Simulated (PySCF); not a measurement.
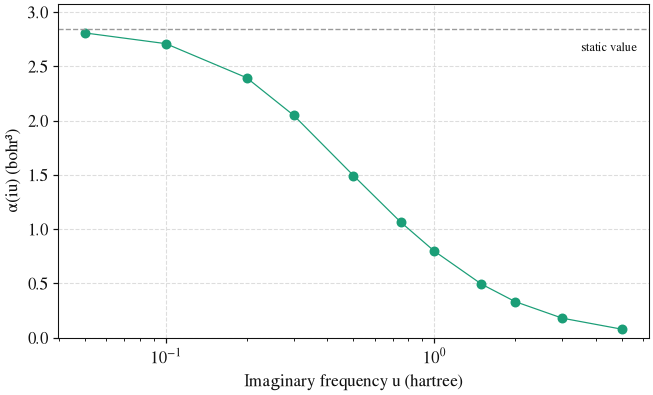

Dipole polarisability at imaginary frequency of an atom or ion with 4 electrons in the configuration [He] 2s 2p. Coupled response at the B97-3 level; PySCF, dyall-av2z, non-relativistic, unrestricted single determinants, no spin-orbit coupling.

> Which species is it, and what does the curve give?

C²⁺. The static dipole polarisability is 2.84 bohr³; α(iu) falls to half of it near u = 0.54 hartree. The Casimir–Polder integral gives C₆ = 3.39 hartree bohr⁶ for two such species.
